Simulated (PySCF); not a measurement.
# wB97X-V/STO-3G run of [BH2F2]− (SMILES F[BH2-]F)

Aim: the vertical singlet–triplet gap of [BH2F2]− at wB97X-V/STO-3G, from 2 runs. Input form: a Python script.

The results are computed with PySCF 2.14.0.

9 further runs of the same task are left out: 3 that didn't finish, 6 set aside as unsound or not needed.

## 1. The system as given

[BH2F2]− has 5 atoms, charge -1, and is taken as a singlet. As SMILES, `F[BH2-]F`. Geometry: relaxed at GFN2-xTB.

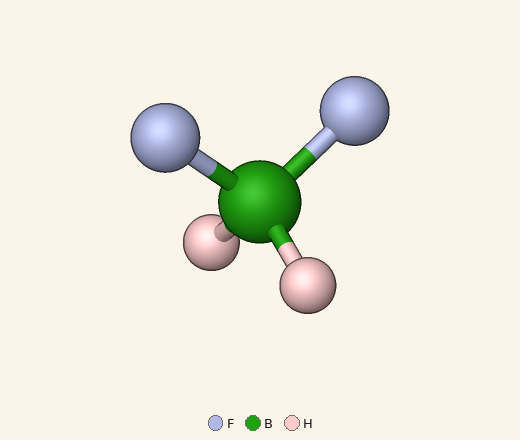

The structure, seen from a chosen angle (fluorine light blue, boron green, hydrogen pink).

## 2. A single-point energy at wB97X-V/STO-3G

Input file input.py:

```python
from pyscf import gto, dft

system = gto.Mole()
system.atom = '''
F       -1.176970       0.624500       0.383180
B        0.033530       0.014270      -0.056090
F        0.407580      -0.947330       0.926670
H       -0.171950      -0.560090      -1.118950
H        0.907810       0.868650      -0.134810
'''
system.verbose = 3
system.max_memory = 1860
system.charge = -1
system.basis = 'sto-3g'
system.spin = 0
system.build()

myscf = dft.RKS(system, xc='wb97x-v')
myscf.grids.level = 5
myscf.conv_tol = 1e-10
myscf.nlcgrids.level = 1
myscf.kernel()
if not myscf.converged:
    myscf = myscf.newton().run(myscf.mo_coeff, myscf.mo_occ)

e_final = myscf.e_tot
print('E = %.10f Eh' % e_final)
```

Run with:

```bash
$ OMP_NUM_THREADS=1 python input.py
```

The log of the run:

```text
converged SCF energy = -222.433878379675
E = -222.4338783797 Eh
```

Wall time 14 s (1 thread of Arm Neoverse V2, shared host); peak memory 0.19 GiB.

## 3. The triplet at the same level

Input file mol.xyz:

```xyz
5

F     -1.176970     0.624500     0.383180
B      0.033530     0.014270    -0.056090
F      0.407580    -0.947330     0.926670
H     -0.171950    -0.560090    -1.118950
H      0.907810     0.868650    -0.134810
```

Input file calc.py:

```python
from pyscf import gto, dft

mol = gto.M(
    atom='mol.xyz',
    verbose=4,
    spin=2,
    max_memory=1860,
    basis='sto-3g',
    charge=-1,
)

calc0 = dft.UKS(mol)
calc0.xc = 'wb97x-v'
calc0.nlcgrids.level = 1
calc0.grids.level = 5
calc0.conv_tol = 1e-10
calc0.kernel()
if not calc0.converged:
    calc0 = calc0.newton().run(calc0.mo_coeff, calc0.mo_occ)

e_tot = calc0.e_tot
print('E(%s) = %.9f' % ('WB97X-V', e_tot))
```

Run with:

```bash
$ OMP_NUM_THREADS=1 python calc.py
```

The log of the run:

```text
PySCF version 2.14.0

[INPUT] num. atoms = 5
[INPUT] num. electrons = 26
[INPUT] charge = -1
[INPUT] spin (= nelec alpha-beta = 2S) = 2
[INPUT] symmetry False subgroup None
[INPUT] Mole.unit = angstrom
[INPUT] Symbol           X                Y                Z      unit          X                Y                Z       unit  Magmom
[INPUT]  1 F     -1.176970000000   0.624500000000   0.383180000000 AA   -2.224150956829   1.180133964791   0.724105256411 Bohr   0.0
[INPUT]  2 B      0.033530000000   0.014270000000  -0.056090000000 AA    0.063362516957   0.026966391798  -0.105994738327 Bohr   0.0
[INPUT]  3 F      0.407580000000  -0.947330000000   0.926670000000 AA    0.770214573850  -1.790194249584   1.751152507851 Bohr   0.0
[INPUT]  4 H     -0.171950000000  -0.560090000000  -1.118950000000 AA   -0.324938407119  -1.058416705108  -2.114509047082 Bohr   0.0
[INPUT]  5 H      0.907810000000   0.868650000000  -0.134810000000 AA    1.715512273141   1.641510598103  -0.254753978853 Bohr   0.0

nuclear repulsion = 65.4733471209166
number of shells = 11
number of NR pGTOs = 51
number of NR cGTOs = 17
basis = sto-3g
ecp = {}

******** <class 'pyscf.dft.uks.UKS'> ********
method = UKS
initial guess = minao
damping factor = 0
level_shift factor = 0
DIIS = <class 'pyscf.scf.diis.CDIIS'>
diis_start_cycle = 1
diis_space = 8
diis_damp = 0
SCF conv_tol = 1e-10
SCF conv_tol_grad = None
SCF max_cycles = 50
direct_scf = True
direct_scf_tol = 1e-13
number electrons alpha = 14  beta = 12
XC library pyscf.dft.libxc version 7.0.0
    S. Lehtola, C. Steigemann, M. J.T. Oliveira, and M. A.L. Marques.,  SoftwareX 7, 1–5 (2018)
XC functionals = wb97x-v
    N. Mardirossian and M. Head-Gordon.,  Phys. Chem. Chem. Phys. 16, 9904-9924 (2014)
radial grids:
    Treutler-Ahlrichs [JCP 102, 346 (1995); DOI:10.1063/1.469408] (M4) radial grids

[... 23 lines left out ...]
[... the frontier-level lines of each cycle are left out ...]
[... 5 lines left out ...]
[... 5 lines left out ...]
[... 5 lines left out ...]
[... 5 lines left out ...]
[... 5 lines left out ...]
[... 5 lines left out ...]
[... 5 lines left out ...]
[... 5 lines left out ...]
[... 5 lines left out ...]
[... 5 lines left out ...]

cycle= 11 E= -221.92533917528  delta_E= 5.22e-08  |g|= 6.63e-05  |ddm|= 0.00109


cycle= 12 E= -221.925338930733  delta_E= 2.45e-07  |g|= 5.5e-05  |ddm|= 0.00611


cycle= 13 E= -221.92533886978  delta_E= 6.1e-08  |g|= 4.68e-05  |ddm|= 0.00257


cycle= 14 E= -221.925338813872  delta_E= 5.59e-08  |g|= 1.69e-05  |ddm|= 0.00731


cycle= 15 E= -221.925338814536  delta_E= -6.63e-10  |g|= 1.09e-05  |ddm|= 0.000963


cycle= 16 E= -221.92533881531  delta_E= -7.75e-10  |g|= 5.86e-06  |ddm|= 0.000571


cycle= 17 E= -221.925338815665  delta_E= -3.54e-10  |g|= 3.26e-06  |ddm|= 0.000202


cycle= 18 E= -221.925338815566  delta_E= 9.89e-11  |g|= 4.38e-07  |ddm|= 0.000309


Extra cycle  E= -221.925338815566  delta_E= -4.55e-13  |g|= 3.44e-07  |ddm|= 1.45e-06
converged SCF energy = -221.925338815566  <S^2> = 2.0016407  2S+1 = 3.0010936
E(WB97X-V) = -221.925338816
```

It took 29 s on 1 thread of Arm Neoverse V2, shared host; peak memory 0.2 GiB.

## 4. Summary of results

At wB97X-V/STO-3G:

```
                                                      quantity          value
                                         singlet: total energy  -222.43388 Eh
                                          singlet: HOMO energy        2.28 eV
                                          singlet: LUMO energy       23.54 eV
singlet: HOMO–LUMO gap (to an unbound level, set by the basis)       21.26 eV
                                         triplet: total energy  -221.92534 Eh
                   triplet: HOMO energy (highest over α and β)       16.22 eV
                                                 triplet: ⟨S²⟩          2.002
              vertical energy of the triplet above the singlet      13.838 eV
```

At this shape the triplet lies 13.84 eV (1335 kJ/mol) above the singlet. For an anion a state so high probably lies above electron detachment. In a minimal basis such a difference can be off by several eV, whatever the method. Mulliken charges (singlet) run from -0.30 on F1 to +0.05 on B2. The HOMO (singlet) lies at positive energy, 2.28 eV; only total energies tell whether the electron is bound. The HOMO (triplet) lies at positive energy, 16.22 eV; only total energies tell whether the electron is bound.
